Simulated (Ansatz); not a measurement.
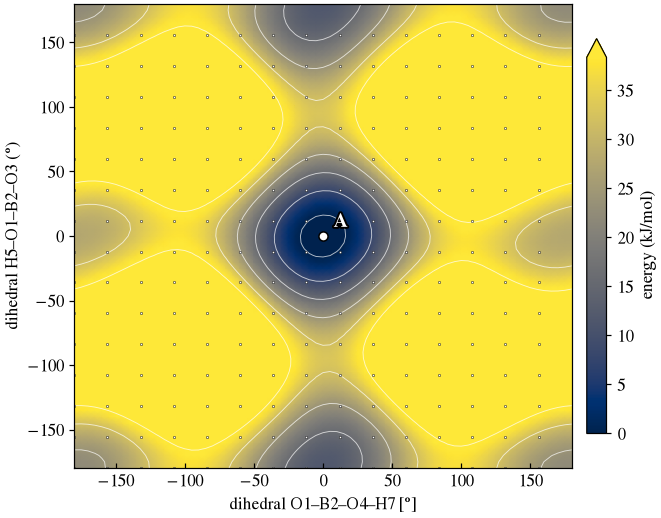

BH₃O₃, SMILES OB(O)O. 
- Coordinates scanned: (1) dihedral O1–B2–O4–H7; (2) dihedral H5–O1–B2–O3.
- Nothing is relaxed (all other coordinates rigid).
- The scan uses a 15 × 15 grid; 113 points were computed and 112 follow by symmetry.
- Energies are in kJ/mol, from the lowest grid point.
- Theory: RHF-MP2, frozen core/def2-TZVP (Ansatz).

In the figure: a smooth colour map with a few white contour lines, dots at the grid points, one colour for all values above the top of the scale, the well A. Between grid points the surface is interpolated.

**Where is the minimum, and how stiff is the well along each coordinate? Take the well at A.**

The interpolated minimum is at dihedral O1–B2–O4–H7 ≈ 0°, dihedral H5–O1–B2–O3 ≈ 0°. The curvatures there are about 0.62 eV/rad² and 0.62 eV/rad², with a cross term of about −0.05 eV/rad². Round the minimum the two coordinates are weakly coupled (coupling −0.08 in units of the two stiffnesses). (1 eV is 96.5 kJ/mol.)
